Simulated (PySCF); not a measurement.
**SiH3O− (SMILES [O-][SiH3]): CISD/STO-3G**

What is the energy change on altering one bond length of SiH3O− at CISD/STO-3G? The job is set up through a Python script.

The results are computed with PySCF 2.14.0.

11 further runs of the same task are left out: 2 that didn't finish, 9 set aside as unsound or not needed.

### 1 The molecule

SiH3O−: 5 atoms, total charge -1, spin state singlet. As SMILES, `[O-][SiH3]`. Geometry: relaxed at GFN2-xTB.

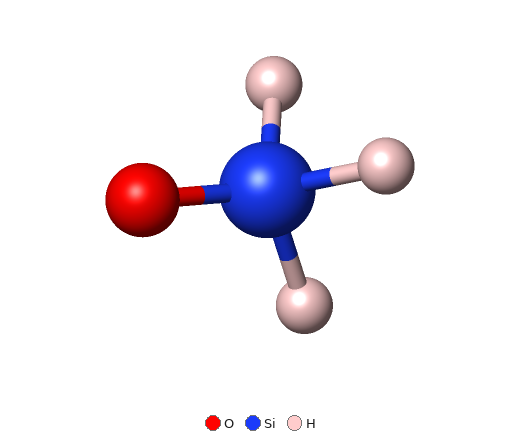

Viewed from a chosen angle; oxygen red, silicon blue, hydrogen pink.

### 2 A single-point energy at CISD/STO-3G

Contents of run.py:

```python
from pyscf import gto, ci

mol = gto.M(
    atom='''
O       -1.444170       0.271390       0.700100
Si      -0.082700       0.015600       0.039800
H       -0.104440      -0.247420      -1.452600
H        0.697830      -1.174610       0.561420
H        0.933480       1.135040       0.151280
''',
    basis='sto-3g',
    charge=-1,
    max_memory=1860,
    verbose=3,
    spin=0,
)

mf = mol.RHF()
mf.conv_tol = 1e-10
mf.kernel()
if not mf.converged:
    mf = mf.newton().run(mf.mo_coeff, mf.mo_occ)

cisd = ci.CISD(mf, frozen=6)
cisd.kernel()
etot = cisd.e_tot
print(f'total energy: {etot:.8f} hartree')
```

Run with:

```bash
$ OMP_NUM_THREADS=1 python run.py
```

The program printed:

```text
converged SCF energy = -360.930929590584
E(RCISD) = -361.0285957175144  E_corr = -0.09766612693088939
total energy: -361.02859572 hartree
```

It took 0.78 s on 1 thread of Arm Neoverse V1, shared host; peak memory 0.12 GiB.

### 3 The distorted shape at the same level

Contents of input.py:

```python
from pyscf import gto, scf, ci

mol = gto.Mole()
mol.atom = '''
O       -2.257138      -0.624189       0.610913
Si      -0.895668      -0.879979      -0.049387
H       -0.917408      -1.142999      -1.541787
H       -0.115138      -2.070189       0.472233
H        0.933480       1.135040       0.151280
'''
mol.charge = -1
mol.basis = 'sto-3g'
mol.verbose = 3
mol.max_memory = 1860
mol.build()

calc0 = scf.RHF(mol)
calc0.conv_tol = 1e-10
calc0.kernel()
if not calc0.converged:
    calc0 = calc0.newton().run(calc0.mo_coeff, calc0.mo_occ)

cisd = ci.CISD(calc0, frozen=6)
cisd.kernel()
e_tot = cisd.e_tot
print('E = %.10f Eh' % e_tot)
```

Run with:

```bash
$ OMP_NUM_THREADS=1 python input.py
```

The program printed:

```text
converged SCF energy = -360.753833669427
E(RCISD) = -360.8969620123023  E_corr = -0.1431283428753918
E = -360.8969620123 Eh
```

Wall time 0.68 s (1 thread of Arm Neoverse V1, shared host); peak memory 0.1 GiB.

### 4 Summary of results

At CISD/STO-3G, 6 core orbitals frozen:

| quantity | value |
| --- | --- |
| first shape: total energy | -361.02860 Eh |
| first shape: HOMO energy (Hartree–Fock orbitals) | 2.51 eV |
| first shape: LUMO energy (Hartree–Fock orbitals) | 22.02 eV |
| first shape: HOMO–LUMO gap (to an unbound level, set by the basis) | 19.51 eV |
| first shape: correlation energy (6 core orbitals frozen) | -97.7 mEh |
| distorted shape: total energy | -360.89696 Eh |
| distorted shape: HOMO energy (Hartree–Fock orbitals) | 3.37 eV |
| distorted shape: LUMO energy (Hartree–Fock orbitals) | 12.33 eV |
| distorted shape: HOMO–LUMO gap (to an unbound level, set by the basis) | 8.96 eV |
| distorted shape: correlation energy (6 core orbitals frozen) | -143.1 mEh |
| energy change with the Si2–H5 bond stretched from 1.516 to 2.729 Å | 3.582 eV |

What this shows: With the Si2–H5 bond stretched from 1.516 to 2.729 Å the energy rises by 3.58 eV (83 kcal/mol). The first shape isn't relaxed at this level, so the change isn't measured from a minimum. The minimal basis adds a large error of its own. Mulliken charges (first shape) of the mean-field density run from -0.76 on O1 to +0.72 on Si2; they depend strongly on the basis. The HOMO (first shape) lies at positive energy, 2.51 eV: the electron is unbound at this level or held by a compact basis; values depend on the basis. The HOMO (distorted shape) lies at positive energy, 3.37 eV: the electron is unbound at this level or held by a compact basis; values depend on the basis.
